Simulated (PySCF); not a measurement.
```yaml
atoms:
  - { symbol: Y, position_ang: [-0.6183, -0.0566, 2.3087] }
  - { symbol: Y, position_ang: [-0.6183, -0.0566, -2.3087] }
  - { symbol: S, position_ang: [-1.6642, -0.1522, 0.0000] }
  - { symbol: S, position_ang: [1.6395, 0.1500, 2.6678] }
  - { symbol: S, position_ang: [1.6395, 0.1500, -2.6678] }
```

Core potentials replace the inner electrons of Y.

Level of theory: RKS PBE0, Y def2-SVP with ECP28, S def2-SVP; non-relativistic Hamiltonian with scalar-relativistic core potentials where named; density fitting in PySCF.

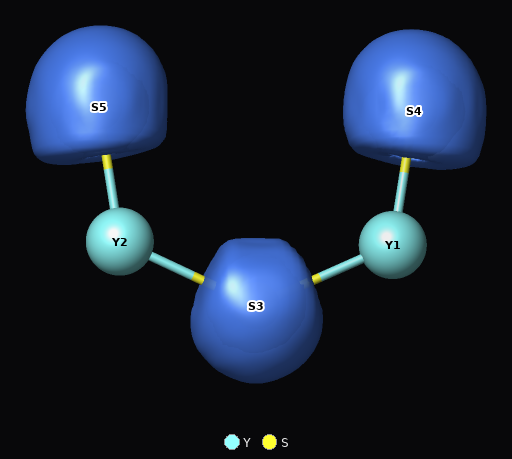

S3Y2 (Y2(S)1(S)2). Isosurface of the electron localisation function at 0.8 (blue), seen at a tilt. Only the valence region is drawn (cores and ρ < 0.01 e/Å³ removed).

### Where are the electrons localised?

At this value the surface marks out three regions wrapped around S (the valence shell of each). Along the contacts the grid gives the following. Y–S (2.30 Å): the ELF peaks at about 0.75 in the valence shell of S, 0.8 Å from its nucleus, and is about 0.40 at the midpoint: a largely ionic contact. Y–S (2.54 Å): the ELF peaks at about 0.85 in the valence shell of S, 0.9 Å from its nucleus, and is about 0.30 at the midpoint: a closed-shell, largely ionic contact.
